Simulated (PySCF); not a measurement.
## Geometry relaxation of GaBH4O (part 3 of 3)

The same run, continued: GaBH4O, SMILES [BH2][GaH][OH]; KT2/STO-3G, RKS (PySCF 2.14.0). The geometry: force field.

### The program's output, continued
```
----------------------------------------------
cycle 21: E = -2013.31137111  dE = -1.58496e-06  norm(grad) = 0.000691679
Step   20 : Displace = 1.412e-03/2.048e-03 (rms/max) Trust = 1.376e-03 (+) Grad = 2.616e-04/4.607e-04 (rms/max) E (change) = -2013.3113711067 (-1.585e-06) Quality = 0.664
Hessian Eigenvalues: 5.02557e-03 2.07486e-02 2.40547e-02 ... 3.94199e-01 5.74541e-01 6.05143e-01

Geometry optimization cycle 22
Cartesian coordinates (Angstrom)
 Atom        New coordinates             dX        dY        dZ
   B  -1.140691   0.007746   0.075593   -0.000458 -0.001155 -0.000284
  Ga   0.405666  -0.045988   0.416833   -0.000358 -0.001129 -0.000168
   O   1.740580  -0.177056  -0.545518   -0.000222 -0.000951  0.000226
   H  -1.853895  -0.917901   0.003749   -0.002000  0.000353 -0.001885
   H  -1.773254   0.971460  -0.124193    0.001381  0.000528  0.001360
   H   1.091147  -0.009001   1.648963    0.000533  0.000941  0.000466
   H   1.487149  -0.222047  -1.526584    0.000528 -0.001241  0.000059
converged SCF energy = -2013.31137265313
--------------- DFRKS_Scanner gradients ---------------
         x                y                z
0 B     0.0001339369     0.0000004246    -0.0000052411
1 Ga     0.0001138357     0.0001665446     0.0000614490
2 O    -0.0000664557     0.0001165839     0.0000464309
3 H    -0.0000358570    -0.0000389947     0.0000635067
4 H     0.0000240290    -0.0000359299    -0.0000766616
5 H    -0.0000396768    -0.0001001360    -0.0001112203
6 H     0.0000256590     0.0000299895    -0.0000024523
----------------------------------------------
cycle 22: E = -2013.31137265  dE = -1.54647e-06  norm(grad) = 0.000350317
Step   21 : Displace = 1.471e-03/2.239e-03 (rms/max) Trust = 1.376e-03 (=) Grad = 1.340e-04/2.266e-04 (rms/max) E (change) = -2013.3113726531 (-1.546e-06) Quality = 0.944
Hessian Eigenvalues: 4.98823e-03 1.58044e-02 2.42285e-02 ... 3.95407e-01 5.28564e-01 5.87323e-01

Geometry optimization cycle 23
Cartesian coordinates (Angstrom)
 Atom        New coordinates             dX        dY        dZ
   B  -1.141036   0.007010   0.075322   -0.000345 -0.000736 -0.000271
  Ga   0.405249  -0.047103   0.416816   -0.000417 -0.001115 -0.000016
   O   1.740592  -0.177363  -0.545131    0.000012 -0.000307  0.000388
   H  -1.855359  -0.917331   0.000533   -0.001464  0.000570 -0.003216
   H  -1.772081   0.972447  -0.121723    0.001173  0.000987  0.002470
   H   1.091229  -0.006923   1.649442    0.000081  0.002078  0.000479
   H   1.487565  -0.223162  -1.526254    0.000416 -0.001115  0.000330
converged SCF energy = -2013.31137364167
--------------- DFRKS_Scanner gradients ---------------
         x                y                z
0 B     0.0000623802    -0.0000052977    -0.0000302109
1 Ga    -0.0000107980     0.0000469856    -0.0000942249
2 O    -0.0000334511     0.0000890017     0.0000166904
3 H     0.0000163647    -0.0000228033     0.0000242150
4 H     0.0000013269     0.0000012877    -0.0000224328
5 H     0.0000803271    -0.0000081489     0.0000787123
6 H     0.0000381548     0.0000395478     0.0000049404
----------------------------------------------
cycle 23: E = -2013.31137364  dE = -9.88542e-07  norm(grad) = 0.000207347
Step   22 : Displace = 1.969e-03/2.915e-03 (rms/max) Trust = 1.946e-03 (+) Grad = 7.181e-05/1.181e-04 (rms/max) E (change) = -2013.3113736417 (-9.885e-07) Quality = 0.855
Hessian Eigenvalues: 5.30529e-03 1.27379e-02 2.42202e-02 ... 3.93305e-01 5.37528e-01 5.89803e-01

Geometry optimization cycle 24
Cartesian coordinates (Angstrom)
 Atom        New coordinates             dX        dY        dZ
   B  -1.141361   0.006163   0.075077   -0.000325 -0.000847 -0.000245
  Ga   0.404846  -0.049089   0.416632   -0.000403 -0.001986 -0.000184
   O   1.740799  -0.179292  -0.544846    0.000207 -0.001929  0.000284
   H  -1.857540  -0.916456  -0.001210   -0.002181  0.000874 -0.001743
   H  -1.770594   0.973046  -0.120814    0.001486  0.000599  0.000909
   H   1.090727  -0.007630   1.649592   -0.000502 -0.000707  0.000150
   H   1.487955  -0.225906  -1.526005    0.000391 -0.002743  0.000249
converged SCF energy = -2013.31137393185
--------------- DFRKS_Scanner gradients ---------------
         x                y                z
0 B     0.0000038143     0.0000050836     0.0000030079
1 Ga    -0.0000815266     0.0000110923    -0.0001617897
2 O     0.0000529834     0.0000842110    -0.0000072074
3 H     0.0000258264     0.0000158366    -0.0000075258
4 H    -0.0000037188    -0.0000312343    -0.0000044936
5 H     0.0001225724     0.0000235809     0.0001605109
6 H     0.0000347500     0.0000319766    -0.0000030907
----------------------------------------------
cycle 24: E = -2013.31137393  dE = -2.90181e-07  norm(grad) = 0.000297512
```

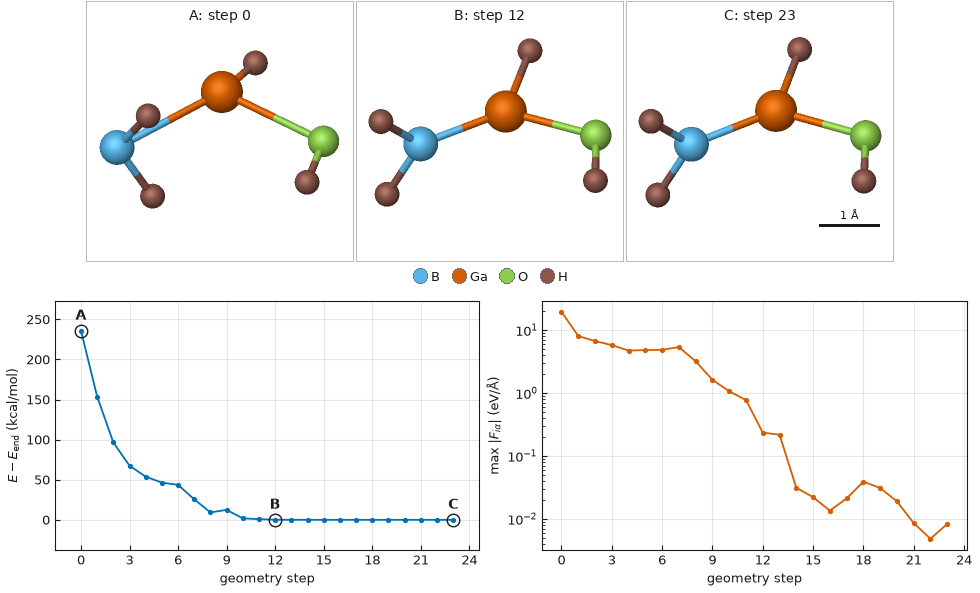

Frames of the relaxation (ball-and-stick view, seen at a tilt) above the curves, on which the letters mark them (steps are counted from 0).

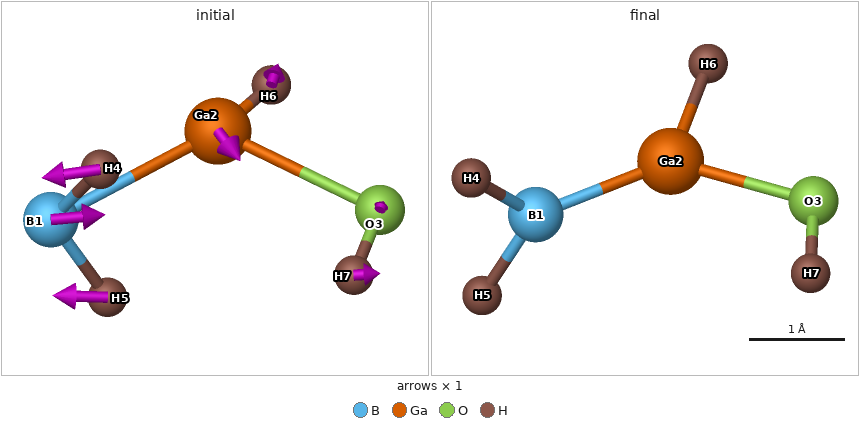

Before (left) and after (right) the relaxation, at one scale (ball-and-stick view, seen at a tilt). The pink arrows give the displacements, at true length. Over 23 geometry steps the energy falls by 235.8 kcal/mol. Largest force component: 20 eV/Å at the start, 0.0083 eV/Å at the end. H4 moves most after the best rigid fit: 0.63 Å. Largest moves by element: H 0.63 Å, B 0.58 Å, Ga 0.44 Å, O 0.12 Å. Among the contacts that change: B1–Ga2 2.085 → 1.584 Å, Ga2–H6 0.928 → 1.412 Å, Ga2–O3 2.050 → 1.651 Å, O3–H7 0.944 → 1.014 Å. Among the angles that change: Ga2–B1–H4 66.8° → 125.7°, Ga2–B1–H5 74.9° → 126.1°, B1–Ga2–H6 156.6° → 131.4°. (Atoms are counted from 1 in the order of the input.)

```
Step   23 : Displace = 1.146e-03/1.702e-03 (rms/max) Trust = 2.752e-03 (+) Grad = 1.048e-04/1.921e-04 (rms/max) E (change) = -2013.3113739318 (-2.902e-07) Quality = 1.177
Hessian Eigenvalues: 5.30529e-03 1.27379e-02 2.42202e-02 ... 3.93305e-01 5.37528e-01 5.89803e-01
Converged! =D

converged: True
B          -1.14136088        0.00616252        0.07507703
Ga          0.40484620       -0.04908859        0.41663207
O           1.74079920       -0.17929156       -0.54484632
H          -1.85754011       -0.91645643       -0.00120991
H          -1.77059449        0.97304616       -0.12081417
H           1.09072704       -0.00763042        1.64959214
H           1.48795520       -0.22590568       -1.52600493
converged SCF energy = -2013.31137393184
E(KT2) = -2013.311373932
```

### Trajectory as extended XYZ (Å, eV, eV/Å), 14 of the 24 frames kept, from step=0 to step=23
```
7
Properties=species:S:1:pos:R:3:forces:R:3 step=0 energy=-54774.76719
B    -1.7058    0.0234    0.1625    3.2709   1.3570   0.0521
Ga    0.2711   -0.0633    0.8185  -16.1182  -2.8610 -19.2953
O     1.6929   -0.0757   -0.6578    0.3127   0.1222   7.3936
H    -1.1929   -0.9729   -0.0791   -2.0145  -2.5361  -0.8558
H    -1.2066    1.0505   -0.2115   -1.8643   0.4568  -0.0357
H     0.9843    0.0781    1.3950   19.5977   3.6633  17.3632
H     1.2183   -0.1081   -1.4732   -3.1855  -0.2037  -4.6172
7
Properties=species:S:1:pos:R:3:forces:R:3 step=2 energy=-54780.81080
B    -1.5199    0.0201    0.1497    6.7269  -0.2460   0.1752
Ga    0.4166   -0.0534    0.8706   -3.2855   0.0157  -5.4160
O     1.6196   -0.0661   -0.5810   -2.1413  -0.0174   2.6530
H    -1.4209   -1.0468   -0.3233   -2.2960  -0.0366  -0.4051
H    -1.3290    1.0642   -0.3789   -2.0536  -0.1136  -0.0924
H     1.2843    0.1207    1.6188    3.2740   0.4662   3.4036
H     1.0104   -0.1069   -1.3991   -0.2200  -0.0672  -0.3176
7
Properties=species:S:1:pos:R:3:forces:R:3 step=4 energy=-54782.66107
B    -1.3596    0.0134    0.1349    4.7317  -0.3155  -0.3624
Ga    0.5223   -0.0575    0.8783   -2.4685   0.3230  -4.7554
O     1.6582   -0.0694   -0.5513   -2.1348  -0.0452   2.1291
H    -1.6527   -0.9918   -0.3906   -0.9955   0.0841   0.4279
H    -1.5643    1.0263   -0.4332   -0.8129  -0.1116   0.5813
H     1.4285    0.1211    1.6821    1.5235   0.1097   1.9303
H     1.0292   -0.1101   -1.3636    0.1620  -0.0429   0.0478
7
Properties=species:S:1:pos:R:3:forces:R:3 step=5 energy=-54782.98163
B    -1.3069    0.0124    0.1189    3.5956  -0.2974  -0.3552
Ga    0.5583   -0.0600    0.8687   -2.3818   0.3746  -4.8195
O     1.6944   -0.0725   -0.5442   -2.0653  -0.0499   2.0163
H    -1.7504   -0.9462   -0.3882   -0.3960  -0.1777   0.6144
H    -1.6706    0.9918   -0.4259   -0.1941   0.1343   0.7261
H     1.4657    0.1194    1.6884    1.2421   0.0581   1.7472
H     1.0713   -0.1129   -1.3610    0.2059  -0.0400   0.0701
7
Properties=species:S:1:pos:R:3:forces:R:3 step=7 energy=-54783.88651
B    -1.0355   -0.0045    0.1025   -0.6660  -0.2508  -0.2789
Ga    0.4779   -0.0126    0.7173   -4.1727   0.1366   2.7930
O     1.4250   -0.0716   -0.4346    2.5140  -0.4136  -5.3901
H    -1.5143   -0.9003   -0.4820   -0.1397  -0.1865   0.4317
H    -1.5071    0.9522   -0.3609   -0.1341   0.4104   0.2385
H     1.3786    0.1415    1.6908    1.1670   0.2587   2.4444
H     0.8489   -0.1692   -1.2794    1.4359   0.0412  -0.2428
7
Properties=species:S:1:pos:R:3:forces:R:3 step=9 energy=-54784.45485
B    -1.2301    0.0371    0.1647    1.1016  -0.4766  -0.9909
Ga    0.4624    0.0138    0.4483   -0.8793  -0.0490  -1.5986
O     1.8796   -0.1071   -0.5458   -1.4993   0.1863   1.6271
H    -1.9845   -0.8818   -0.0888    1.1380   0.2698   0.6939
H    -1.9709    0.9413   -0.0770    0.8687   0.1278   0.4919
H     1.2518    0.0904    1.5811   -0.2642  -0.0525   0.1825
H     1.6767   -0.1568   -1.5334   -0.4719  -0.0141  -0.4060
7
Properties=species:S:1:pos:R:3:forces:R:3 step=11 energy=-54784.95740
B    -1.1012    0.0130    0.0732   -0.4400   0.1399   0.2033
Ga    0.4096    0.0026    0.4629    0.7764  -0.0360  -0.4143
O     1.7115   -0.0960   -0.5612    0.2302   0.0483   0.3825
H    -1.7813   -0.9173   -0.0619   -0.2478  -0.1401  -0.0633
H    -1.7280    0.9793   -0.1136   -0.1453   0.0227  -0.1028
H     1.1091    0.0848    1.6988    0.0265  -0.0454  -0.1350
H     1.4568   -0.1470   -1.5424   -0.2016  -0.0010   0.1321
7
Properties=species:S:1:pos:R:3:forces:R:3 step=12 energy=-54784.98905
B    -1.1366    0.0232    0.0845   -0.0321   0.0121  -0.2093
Ga    0.4115   -0.0006    0.4045    0.1793   0.0481   0.2357
O     1.7646   -0.0966   -0.5350    0.0124  -0.0060  -0.1300
H    -1.8241   -0.9171   -0.0147   -0.0631  -0.0034   0.0485
H    -1.7849    0.9816   -0.0942   -0.0134  -0.0322   0.0246
H     1.1051    0.0637    1.6355   -0.0569  -0.0249   0.0151
H     1.5387   -0.1467   -1.5226   -0.0282  -0.0021   0.0137
7
Properties=species:S:1:pos:R:3:forces:R:3 step=14 energy=-54784.99325
B    -1.1256    0.0201    0.0749   -0.0278  -0.0036   0.0084
Ga    0.4207   -0.0023    0.4183    0.0084  -0.0035   0.0313
O     1.7587   -0.1002   -0.5427    0.0143   0.0008  -0.0161
H    -1.8245   -0.9155   -0.0091    0.0116   0.0106   0.0017
H    -1.7735    0.9764   -0.1135    0.0017  -0.0013  -0.0063
H     1.1054    0.0527    1.6528   -0.0148  -0.0067  -0.0226
H     1.5070   -0.1469   -1.5242    0.0030  -0.0066   0.0033
7
Properties=species:S:1:pos:R:3:forces:R:3 step=16 energy=-54784.99335
B    -1.1292    0.0195    0.0757    0.0135   0.0039  -0.0057
Ga    0.4179   -0.0100    0.4169    0.0088   0.0025   0.0102
O     1.7578   -0.1130   -0.5437   -0.0133  -0.0071   0.0054
H    -1.8281   -0.9159   -0.0025   -0.0073  -0.0052  -0.0005
H    -1.7758    0.9754   -0.1177    0.0007  -0.0010   0.0028
H     1.1014    0.0384    1.6509   -0.0057  -0.0013  -0.0133
H     1.5063   -0.1601   -1.5252   -0.0011  -0.0018   0.0008
7
Properties=species:S:1:pos:R:3:forces:R:3 step=18 energy=-54784.99326
B    -1.1403    0.0109    0.0763    0.0136  -0.0039  -0.0095
Ga    0.4065   -0.0441    0.4164   -0.0111   0.0012  -0.0391
O     1.7429   -0.1754   -0.5461   -0.0170  -0.0121   0.0141
H    -1.8489   -0.9182    0.0082   -0.0106  -0.0094  -0.0041
H    -1.7773    0.9705   -0.1267   -0.0010   0.0078   0.0101
H     1.0897   -0.0114    1.6471    0.0198   0.0078   0.0339
H     1.4885   -0.2198   -1.5269   -0.0017   0.0015  -0.0042
7
Properties=species:S:1:pos:R:3:forces:R:3 step=19 energy=-54784.99331
B    -1.1406    0.0099    0.0762    0.0010  -0.0046  -0.0062
Ga    0.4058   -0.0451    0.4168   -0.0116  -0.0022  -0.0310
O     1.7414   -0.1771   -0.5460   -0.0074  -0.0106   0.0071
H    -1.8506   -0.9183    0.0072   -0.0051  -0.0035  -0.0040
H    -1.7765    0.9706   -0.1261   -0.0012   0.0058   0.0082
H     1.0897   -0.0116    1.6476    0.0172   0.0074   0.0302
H     1.4870   -0.2214   -1.5268   -0.0010   0.0006  -0.0029
7
Properties=species:S:1:pos:R:3:forces:R:3 step=21 energy=-54784.99339
B    -1.1407    0.0077    0.0756   -0.0069   0.0000   0.0003
Ga    0.4057   -0.0460    0.4168   -0.0059  -0.0086  -0.0032
O     1.7406   -0.1771   -0.5455    0.0034  -0.0060  -0.0024
H    -1.8539   -0.9179    0.0037    0.0018   0.0020  -0.0033
H    -1.7733    0.9715   -0.1242   -0.0012   0.0018   0.0039
H     1.0911   -0.0090    1.6490    0.0020   0.0051   0.0057
H     1.4871   -0.2220   -1.5266   -0.0013  -0.0015   0.0001
7
Properties=species:S:1:pos:R:3:forces:R:3 step=23 energy=-54784.99343
B    -1.1414    0.0062    0.0751   -0.0002  -0.0003  -0.0002
Ga    0.4048   -0.0491    0.4166    0.0042  -0.0006   0.0083
O     1.7408   -0.1793   -0.5448   -0.0027  -0.0043   0.0004
H    -1.8575   -0.9165   -0.0012   -0.0013  -0.0008   0.0004
H    -1.7706    0.9730   -0.1208    0.0002   0.0016   0.0002
H     1.0907   -0.0076    1.6496   -0.0063  -0.0012  -0.0083
H     1.4880   -0.2259   -1.5260   -0.0018  -0.0016   0.0002
```

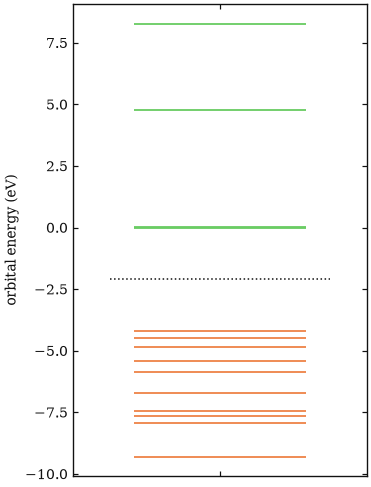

Orbital energies near the frontier; the dotted line parts filled from empty levels, and levels within 0.02 eV of each other stand side by side. Highest filled −4.19 eV, lowest empty −0.01 eV, 4.18 eV apart.

This output came from the following input.

### The input (input.py)
```python
from pyscf import gto, dft
from pyscf.geomopt.geometric_solver import kernel as optimise

system = gto.M(
    atom='start.xyz',
    verbose=3,
    spin=0,
    basis='sto-3g',
    max_memory=1860,
)

myscf = dft.RKS(system)
myscf.xc = 'kt2'
myscf = myscf.density_fit()
converged, mol_eq = optimise(myscf, maxsteps=100)
print('converged:', converged)
print(mol_eq.tostring())

myscf.reset(mol_eq)
system = mol_eq
myscf.kernel()
etot = myscf.e_tot
print('E(%s) = %.9f' % ('KT2', etot))
```

### File start.xyz
```
7
BGaH4O
B     -1.705800     0.023400     0.162500
Ga     0.271100    -0.063300     0.818500
O      1.692900    -0.075700    -0.657800
H     -1.192900    -0.972900    -0.079100
H     -1.206600     1.050500    -0.211500
H      0.984300     0.078100     1.395000
H      1.218300    -0.108100    -1.473200
```

Run as:
```bash
OMP_NUM_THREADS=1 python input.py
```

### Results in brief

| quantity | value |
| --- | --- |
| outcome | converged |
| total energy | −2013.311374 hartree |
| basis functions | 32 |
| HOMO | −4.19 eV |
| LUMO | −0.01 eV |
| dipole moment | 2.01 D |
| hardware | 1 thread of Intel Xeon @ 2.50GHz (Skylake/Cascade Lake), 189 GiB of memory available, shared host |
| wall time | 4.7 min |
| peak memory | 0.4 GiB |
